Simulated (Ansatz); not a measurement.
## Electronic structure of C$_{2}$H$_{6}$Cl$_{3}$FMoO$_{2}$ (SMILES C[O][Mo]([F])([Cl])([Cl])([Cl])[O]C) in real space

```tsv
atom	x (Å)	y (Å)	z (Å)
C	-1.9755	0.1958	-1.9517
O	-1.2134	0.0020	-0.8027
Mo	0.3352	0.5483	-0.0327
F	-0.3991	1.0168	1.6282
Cl	1.3058	0.0459	-2.0723
Cl	-0.2399	2.7060	-0.6487
Cl	2.3986	1.3952	0.5922
O	0.7736	-0.9933	0.8214
C	1.2729	-1.3632	2.0706
H	-1.3777	-0.1132	-2.8170
H	-2.8833	-0.4047	-1.8787
H	-2.2171	1.2607	-2.0384
H	0.6548	-0.8993	2.8463
H	2.3015	-0.9971	2.1593
H	1.2416	-2.4505	2.1536
```

Geometry: PBE0-D4/def2-TZVP; core potentials replace the inner electrons of Mo.

All numbers below come from RKS PBE0-D4/def2-TZVPP (Ansatz).

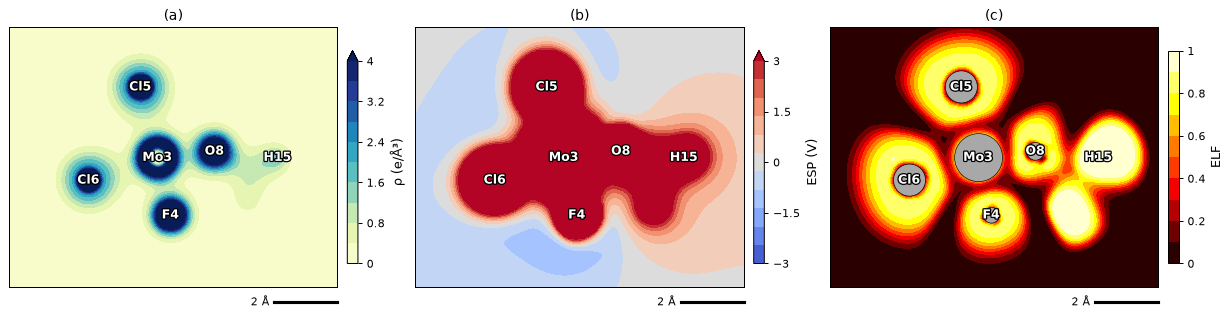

Figure 1. (a) electron density; (b) electrostatic potential; (c) ELF on the plane of atoms F4, Mo3 and O8. Grey discs cover the atomic cores in the ELF map.

What does the map show?

The plane passes through Mo, F, Cl, O and H nuclei.
Mo–O (1.82 Å): ρ is about 1.3 e/Å³ halfway; the ELF peaks at about 0.80 in the valence shell of O, 0.5 Å from its nucleus, and drops to about 0.30 between the two atoms.
Mo–F (1.88 Å): ρ at the midpoint is about 1.1 e/Å³; the ELF peaks at about 0.85 in the valence shell of F, 0.5 Å from its nucleus, and drops to about 0.25 between the two atoms.
Mo–Cl (2.31 Å): ρ is about 0.68 e/Å³ halfway; the ELF peaks at about 0.85 in the valence shell of Cl, 0.8 Å from its nucleus, and is about 0.40 at the midpoint.
Outside the dense part of the molecule the potential is most negative (−1.2 V) near F4.

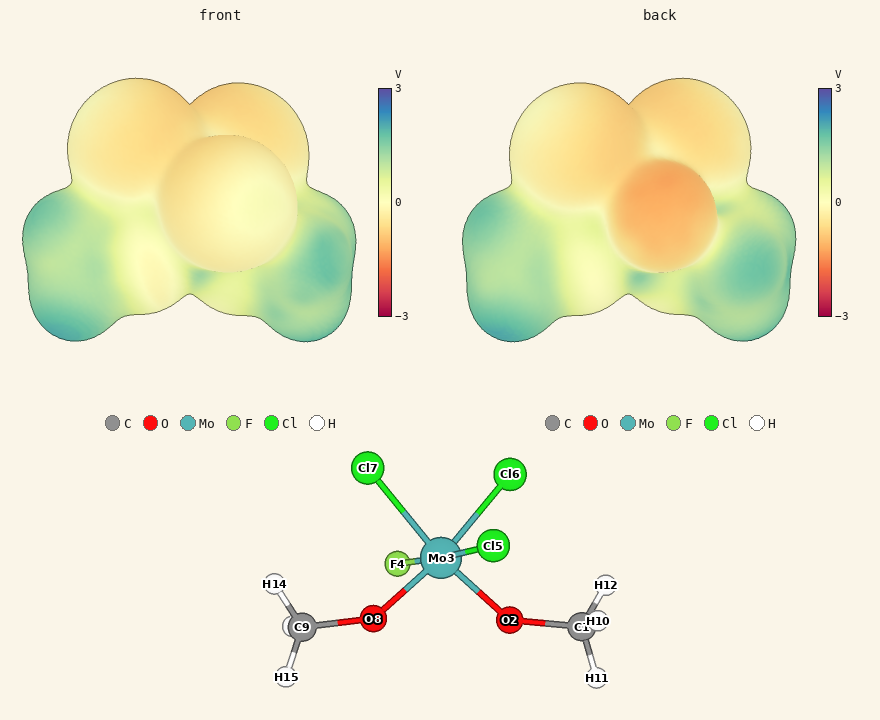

Figure 2. The electrostatic potential painted on the density surface at 0.004 e/bohr³, seen from the front and from behind; red is negative and blue positive. The bare structure is drawn below in the same view.

Describe the electrostatic potential map.

The most negative region (about −1.2 V) lies over F4, the most positive (about +2.0 V) over H11 and H15.

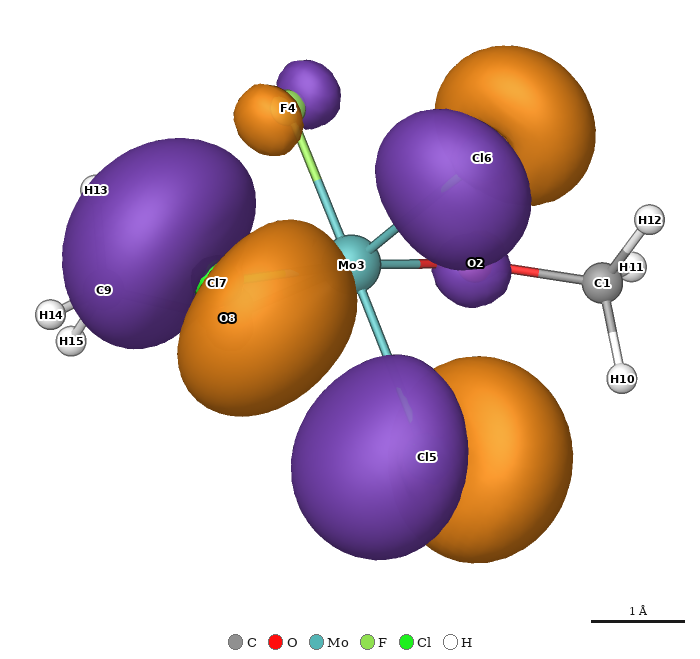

Figure 3. The HOMO−1 at ±0.08 Å⁻³ᐟ² (orange and purple are the two phases), seen from one side.

Where does this orbital lie, and at what energy?

Its weight (Hirshfeld) is mainly on Cl7 (about 45 %), Cl5 (about 35 %) and Cl6 (about 15 %); largely a combination of lone pairs on Cl7, Cl5 and Cl6. Its energy is −8.53 eV.
